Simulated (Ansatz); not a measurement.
**CH4BBr: interaction energy of a dimer with the counterpoise correction**

How strongly do two molecules of CH4BBr bind, and how much of that is basis error? A script is to give the interaction energy of a dimer with the counterpoise correction; the system is CH4BBr.

Computed with Ansatz 0.2.0, driven from Python. Level of theory: r2SCAN+D3(BJ)/def2-SVPD.

**1. Starting point**

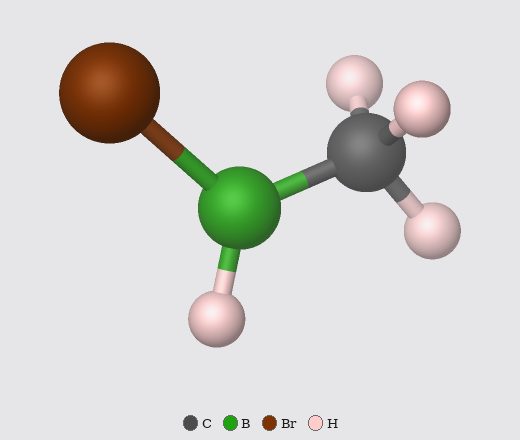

The starting structure, viewed from a chosen angle; carbon dark grey, boron green, bromine brown, hydrogen pink.

No structure file is read: the coordinates are typed or built in the script.

**2. The code**

Contents of ch4bbr_dimer.py:

```python
"""Binding of a CH4BBr dimer at a trial geometry."""

import ansatz as az

FIRST = [
    ("C", (-0.6098, 0.3534, -0.0358)),
    ("B", (0.7318, -0.3562, -0.1359)),
    ("Br", (1.3125, -1.5099, 1.3633)),
    ("H", (-1.3995, -0.3349, 0.0614)),
    ("H", (-0.8211, 0.9806, -0.9907)),
    ("H", (-0.657, 1.096, 0.8262)),
    ("H", (1.4434, -0.2291, -1.0887)),
]
SECOND = [
    ("C", (-1.1136, -0.4547, -4.6349)),
    ("B", (-2.581, -0.4297, -4.2354)),
    ("Br", (-3.0606, -0.7941, -2.3505)),
    ("H", (-0.5599, 0.2624, -4.1)),
    ("H", (-0.9853, -0.2108, -5.7635)),
    ("H", (-0.6314, -1.4766, -4.4932)),
    ("H", (-3.4472, -0.2041, -5.0286)),
]

def energy(atoms, ghosts=()):
    molecule = az.Crystal.molecule()
    for symbol, xyz in atoms:
        molecule = molecule.atom(symbol, xyz)
    calc = (
        molecule.calculation()
        .basis(gaussian="def2-SVPD")
        .functional("r2SCAN", dispersion="d3bj")
    )
    deck = calc.input()
    if ghosts:
        deck = deck.set(az.key.basis.gaussian.ghost_atoms, [{"symbol": s, "position_ang": list(xyz)} for s, xyz in ghosts])
    return az.Session.from_dict(deck).plan().execute().report["free_energy_ev"]


def main() -> None:
    # ghost atoms carry the functions of the partner
    both = energy(FIRST + SECOND)
    alone = energy(FIRST) + energy(SECOND)
    ghosted = energy(FIRST, SECOND) + energy(SECOND, FIRST)
    print(f"dimer {both:.6f} eV")
    print(f"interaction, uncorrected   {96.485332 * (both - alone):8.3f} kJ/mol")
    print(f"interaction, counterpoise  {96.485332 * (both - ghosted):8.3f} kJ/mol")
    print(f"basis-set superposition    {96.485332 * (alone - ghosted):8.3f} kJ/mol")


if __name__ == "__main__":
    main()
```

**3. The calls as engine input**

The package turns the script's settings into the engine's input (first run):

```yaml
crystal:
  periodic: [false, false, false]
  atoms:
    - { symbol: C, position_ang: [-0.6098, 0.3534, -0.0358] }
    - { symbol: B, position_ang: [0.7318, -0.3562, -0.1359] }
    - { symbol: Br, position_ang: [1.3125, -1.5099, 1.3633] }
    - { symbol: H, position_ang: [-1.3995, -0.3349, 0.0614] }
    - { symbol: H, position_ang: [-0.8211, 0.9806, -0.9907] }
    - { symbol: H, position_ang: [-0.657, 1.096, 0.8262] }
    - { symbol: H, position_ang: [1.4434, -0.2291, -1.0887] }
    - { symbol: C, position_ang: [-1.1136, -0.4547, -4.6349] }
    - { symbol: B, position_ang: [-2.581, -0.4297, -4.2354] }
    - { symbol: Br, position_ang: [-3.0606, -0.7941, -2.3505] }
    - { symbol: H, position_ang: [-0.5599, 0.2624, -4.1] }
    - { symbol: H, position_ang: [-0.9853, -0.2108, -5.7635] }
    - { symbol: H, position_ang: [-0.6314, -1.4766, -4.4932] }
    - { symbol: H, position_ang: [-3.4472, -0.2041, -5.0286] }
basis:
  gaussian:
    orbitals: def2-SVPD
hamiltonian:
  xc: r2scan
  dispersion: d3bj
```

**4. Launch**

The run is started by

```
> python ch4bbr_dimer.py
```

**Question.** How large is the interaction at this pose, and how much of it is basis-set superposition?

As calculated:

```
                        quantity          value
 interaction energy, uncorrected  -3.022 kJ/mol
interaction energy, counterpoise  -1.210 kJ/mol
                   runs compared              5
```

The counterpoise correction takes away 60 % of the apparent binding. Uncorrected it is -3.022 kJ/mol, with the counterpoise correction -1.210 kJ/mol; the difference, 1.81 kJ/mol, is the superposition error. Reading the output:
- The dimer is a generated trial pose of unrelaxed monomers, not a minimum, so the figure is no binding energy, and the basis set is small.
- A dispersion term here runs with damping parameters fitted for another variant or functional.
